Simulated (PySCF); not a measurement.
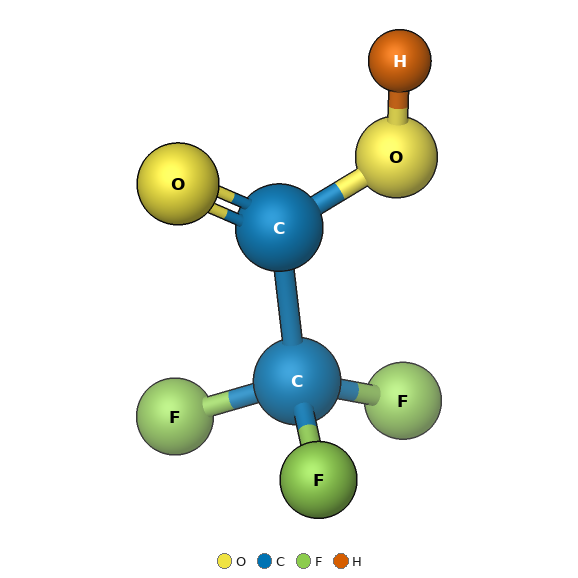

Orthographic view. Distant atoms are faded towards the background colour. Geometry: a frame of a GFN2-xTB molecular-dynamics simulation, not a minimum.

**Give the standard InChI.**

InChI=1S/C2HF3O2/c3-2(4,5)1(6)7/h(H,6,7)
